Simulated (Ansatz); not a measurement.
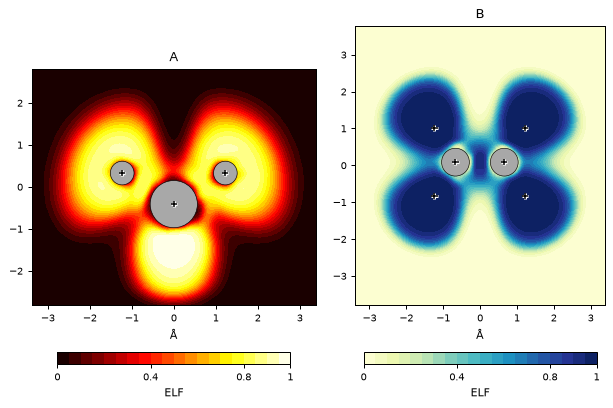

The ELF of 2 systems, each on a plane through atoms (crosses mark nuclei in the plane; grey discs cover the cores).

Level of theory: RKS PBE0-D4/def2-TZVPPD in Ansatz 0.2.0.

System 1: C2H4···SiH4, the plane of atoms C2, C1 and H4. Geometry: rigid move from PBE0-D4/def2-TZVP.

```xyz
11

C    -0.0013    0.6413   -1.6625
C    -0.0512   -0.6812   -1.6557
H     0.9341    1.1751   -1.7911
H    -0.8935    1.2456   -1.5383
H    -0.9862   -1.2154   -1.5256
H     0.8414   -1.2852   -1.7783
Si    0.0347    0.0260    2.1684
H    -1.3677   -0.0544    1.6893
H     0.0371    0.0458    3.6555
H     0.6690    1.2698    1.6655
H     0.7982   -1.1559    1.6972
```

System 2: H2O···SO2 (SMILES O.O=S=O), the plane of atoms O4, S5 and O6. Geometry: PBE0-D4/def2-TZVP.

```xyz
6

O    -0.0172    0.2889   -1.3096
H    -0.5526   -0.4768   -1.5370
H     0.8952    0.0204   -1.4509
O    -1.1926   -0.5715    1.4082
S    -0.2595    0.5147    1.3328
O     1.1267    0.2244    1.5567
```

> Match each panel to its system.

Panel A is system 2, H2O···SO2: the plane holds O and S. S–O (1.43 Å): the ELF peaks at about 0.80 between the atoms, as expected for a polar covalent bond. Panel B is system 1, C2H4···SiH4: the plane holds C and H. C–C (1.32 Å): the ELF peaks at about 0.90 between the atoms: a short, multiple covalent bond.
